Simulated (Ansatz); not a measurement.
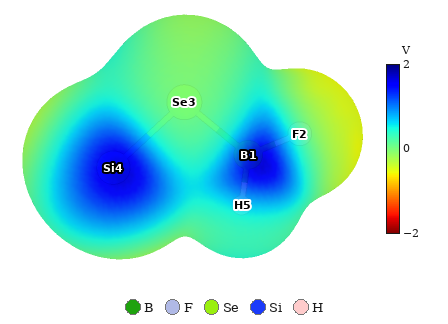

BFHSeSi (SMILES FB[Se]#[Si]) (doublet). The molecular electrostatic potential painted on the density surface at 0.002 e/bohr³, seen across its widest extent; the colour scale runs from red (negative) to blue (positive).

Geometry: PBE0-D3(BJ)/def2-SVP.

Method: Ansatz, isolated molecule in a Gaussian basis; Kohn-Sham density functional theory, functional PBE0.

Input

```
crystal:
  periodic: [false, false, false]
  atoms:
    - symbol: B
      position_ang: [-1.595350, 1.116187, -2.019380]
    - symbol: F
      position_ang: [-2.498507, 2.042032, -1.777933]
    - symbol: Se
      position_ang: [-1.431611, -0.381160, -0.755358]
    - symbol: Si
      position_ang: [0.259271, -1.492240, -1.807990]
    - symbol: H
      position_ang: [-0.897049, 1.206442, -2.998754]
basis:
  gaussian:
    orbitals: def2-TZVPD
magnetization:
  spin_polarized: true
  initial_magnetization: 1
hamiltonian:
  xc: pbe0
output: {forces: true, orbitals: {seedname: orbitals}}
```

Launched as:

```sh
ansatz run input.yaml --threads 1 --pin off --max-ram 2610MiB --events-out events.jsonl --progress --plain --runs-dir runs
```

**Where is the surface potential most negative and most positive?**

The most negative region (about −0.5 V) lies over F2, the most positive (about +1.7 V) over B1 and Si4.
